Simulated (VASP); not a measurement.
Band structure of PbTe (rock salt). Computed with MS2 meta-GGA, VASP's PBE PAW potentials (set 64) (plane waves; VASP).

Unless said otherwise, spin-orbit coupling is left out, though it shifts the bands of the heavy elements here.

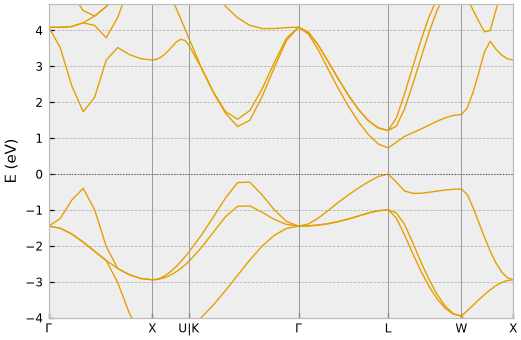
Figure. Bands along high-symmetry lines, zero at the valence-band maximum or, without a gap, the Fermi level

**Question.** Read the plot: is there a gap, and where are the band edges?

**Answer.** The gap is direct, 0.73 eV, from the valence maximum at L to the conduction minimum at L.

The compound is PbTe in the rock salt structure. It was relaxed first.
